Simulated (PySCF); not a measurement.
# C$_{2}$H$_{5}$NO$_{2}$Si$_{2}$: core-level calculation

C$_{2}$H$_{5}$NO$_{2}$Si$_{2}$, computed with delta-SCF UKS PBE0, pcX-2 on the ionised atom, pcseg-1 elsewhere, spin-free X2C (PySCF 2.14.0).

Figures and captions count atoms from 1; the log counts them from 0 in places.

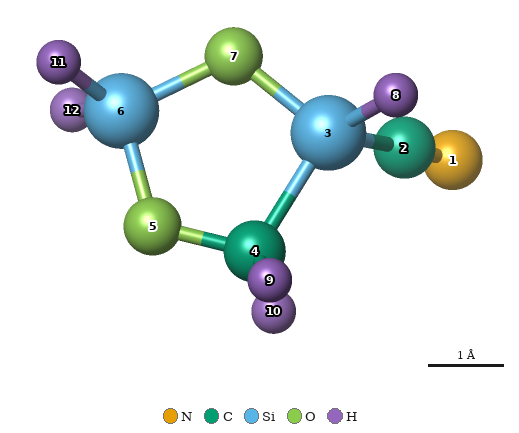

*The structure as given in the input (ball-and-stick view, seen at a tilt; atoms are numbered from 1 in the order of the input).*

Bond lengths as drawn: C–H 1.10 Å, C–N 1.16 Å, C–O 1.42 Å, C–Si 1.86 to 1.91 Å, H–Si 1.48 Å and O–Si 1.66 to 1.68 Å.

Summary

```tsv
quantity	value
outcome	converged
hardware	1 CPU thread, shared host
wall time	94 s
peak memory	0.77 GiB
```

The input
```
{"job": {"kind": "xps", "xc": "PBE0"}, "charge": 0, "multiplicity": 1}
N     -3.147965     0.071312     1.140238
C     -2.123802     0.323925     0.657969
Si    -0.506970     0.703733    -0.177821
C     -0.043882    -0.675748    -1.420679
O      1.144781    -1.278092    -0.935177
Si     1.786620    -0.756360     0.519127
O      0.744514     0.505923     0.900668
H     -0.601476     2.090625    -0.693062
H      0.127487    -0.275194    -2.435135
H     -0.845606    -1.430000    -1.503180
H      3.172044    -0.253032     0.339740
H      1.725888    -1.816654     1.556776
```

The first line tells a small driver script what to run in PySCF; the rest is the geometry in Å.

Command:
```bash
OMP_NUM_THREADS=1 python <driver script> task.json out
```

Output
```
ground state, core basis on atom 0 (N), 162 functions
  cycle   1  E = -863.98568199  |g| = 8.97e-01
  cycle   2  E = -863.62485375  |g| = 1.61e+00
  cycle   3  E = -864.13635183  |g| = 2.17e-01
  cycle   4  E = -864.14354930  |g| = 1.19e-01
  cycle   5  E = -864.14646538  |g| = 2.00e-02
  cycle   6  E = -864.14656002  |g| = 5.49e-03
  cycle   7  E = -864.14656542  |g| = 2.19e-03
  cycle   8  E = -864.14656421  |g| = 3.07e-04
  E(ground) = -864.14610530 Eh
hole in N 1s of atom 0
  cycle   1  E = -848.56210333  |g| = 1.85e+00
  cycle   2  E = -844.28314080  |g| = 2.93e+00
[... 11 cycles left out ...]
  E(ion) = -849.25971787 Eh   <S^2> = 0.7915   hole on atom = 1.000   binding energy = 405.079 eV
ground state, core basis on atom 1 (C), 162 functions
[... 5 cycles left out ...]
  E(ground) = -864.13845882 Eh
hole in C 1s of atom 1
[... 13 cycles left out ...]
  E(ion) = -853.42301163 Eh   <S^2> = 0.8004   hole on atom = 1.000   binding energy = 291.582 eV
ground state, core basis on atom 2 (Si), 173 functions
[... 6 cycles left out ...]
  E(ground) = -864.20861971 Eh
hole in Si 1s of atom 2
[... 10 cycles left out ...]
  E(ion) = -796.35928674 Eh   <S^2> = 0.7518   hole on atom = 1.000   binding energy = 1846.274 eV
hole in Si 2p of atom 2
[... 10 cycles left out ...]
  E(ion) = -860.22871320 Eh   <S^2> = 0.7528   hole on atom = 1.003   binding energy = 108.299 eV
  2p3/2 = 108.136 eV   2p1/2 = 108.756 eV
ground state, core basis on atom 3 (C), 162 functions
[... 6 cycles left out ...]
  E(ground) = -864.13618982 Eh
hole in C 1s of atom 3
[... 10 cycles left out ...]
  E(ion) = -853.40732786 Eh   <S^2> = 0.7651   hole on atom = 1.000   binding energy = 291.947 eV
ground state, core basis on atom 4 (O), 162 functions
[... 6 cycles left out ...]
  E(ground) = -864.16578667 Eh
hole in O 1s of atom 4
[... 9 cycles left out ...]
  E(ion) = -844.40050685 Eh   <S^2> = 0.7585   hole on atom = 1.000   binding energy = 537.841 eV
ground state, core basis on atom 5 (Si), 173 functions
[... 7 cycles left out ...]
  E(ground) = -864.21372403 Eh
hole in Si 1s of atom 5
[... 10 cycles left out ...]
  E(ion) = -796.36347706 Eh   <S^2> = 0.7517   hole on atom = 1.000   binding energy = 1846.299 eV
hole in Si 2p of atom 5
[... 9 cycles left out ...]
  E(ion) = -860.23115362 Eh   <S^2> = 0.7520   hole on atom = 1.002   binding energy = 108.371 eV
  2p3/2 = 108.099 eV   2p1/2 = 108.720 eV
ground state, core basis on atom 6 (O), 162 functions
[... 5 cycles left out ...]
  cycle   6  E = -864.16788949  |g| = 3.10e-04
  E(ground) = -864.16758759 Eh
hole in O 1s of atom 6
  cycle   1  E = -843.56914309  |g| = 2.24e+00
  cycle   2  E = -843.29338726  |g| = 2.09e+00
  cycle   3  E = -844.35149817  |g| = 3.81e-01
  cycle   4  E = -844.32381637  |g| = 4.22e-01
  cycle   5  E = -844.40264024  |g| = 6.46e-02
  cycle   6  E = -844.40411467  |g| = 2.91e-02
  cycle   7  E = -844.40444061  |g| = 4.84e-03
  cycle   8  E = -844.40445106  |g| = 1.60e-03
  cycle   9  E = -844.40445128  |g| = 4.73e-04
  E(ion) = -844.40426136 Eh   <S^2> = 0.7581   hole on atom = 1.000   binding energy = 537.787 eV
```

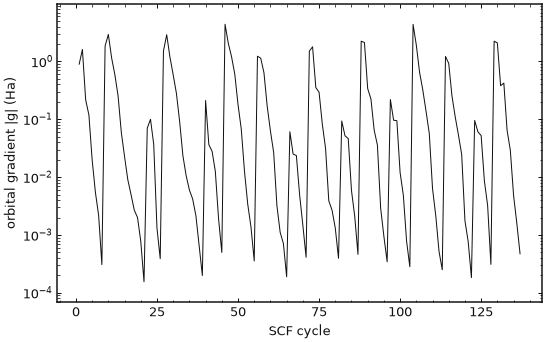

*Convergence of the self-consistent field: orbital gradient |g| against the SCF cycle.*

All cycles printed in the log are drawn one after another.
